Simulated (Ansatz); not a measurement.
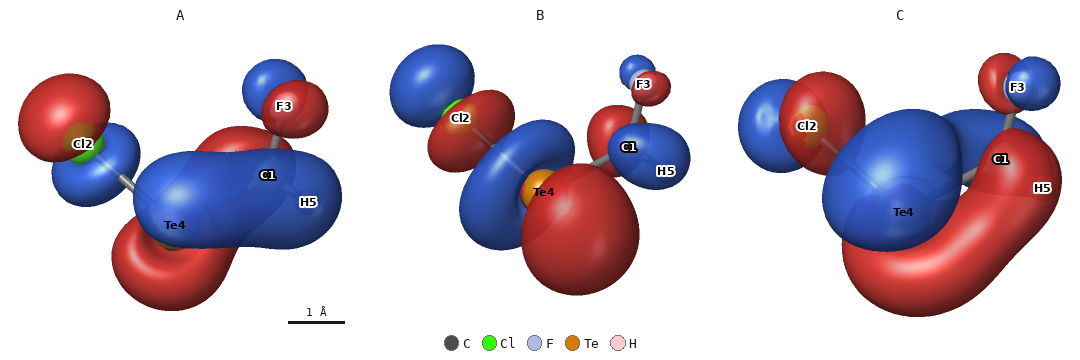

CHClFTe (SMILES F[CH][Te]Cl) (doublet). Three frontier orbitals at ±0.1 Å⁻³ᐟ² (red and blue are the two phases), in no order.

Geometry: PBE0-D3(BJ)/def2-SVP; core potentials replace the inner electrons of Te.

All numbers below come from Ansatz 0.2.0, isolated molecule in a Gaussian basis; Kohn-Sham density functional theory, functional PBE0.

```tsv
atom	x (Å)	y (Å)	z (Å)
C	0.1019	-2.6531	-0.6715
Cl	-0.0621	0.4907	-1.9701
F	1.4166	-2.6872	-0.6506
Te	-0.9375	-0.9526	-0.2387
H	-0.3711	-3.6035	-0.9468
```

**Order the three orbitals by energy and name them. All are α orbitals.**

A is the HOMO−1 (α) (−7.54 eV). It lies mainly on C1 (about 35 %), Te4 (about 35 %), Cl2 (about 15 %) and F3 (about 10 %). C is the HOMO (α) (−6.53 eV). By Hirshfeld shares it lies mainly on Te4 (about 55 %), C1 (about 20 %) and Cl2 (about 15 %). B is the LUMO (α) (−2.48 eV). Its weight (Hirshfeld) is mainly on Te4 (about 60 %), Cl2 (about 25 %) and C1 (about 10 %).

**What is the gap between the highest occupied and lowest empty α orbitals?**

4.05 eV between the orbital energies.
